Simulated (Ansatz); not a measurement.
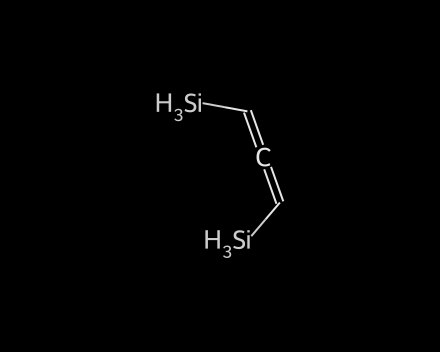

Structural formula above. The computed structure is the end point of a PBE-D4/def2-SVP optimisation. No frequency run is at hand to confirm it as a minimum.

What does the molecule look like in three dimensions?

Formula C₃H₈Si₂. SMILES: `[SiH3]C=C=C[SiH3]`. It has no ring. Among its groups: Si–H bond. The point group is C2. Coordination: 2 Si tetrahedral; 2 C trigonal planar; 1 C linear.

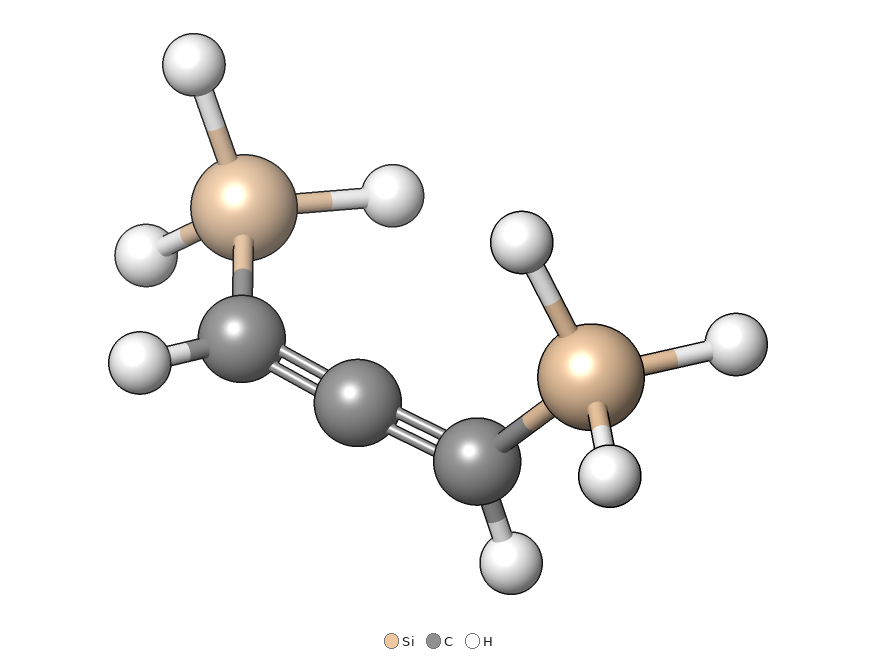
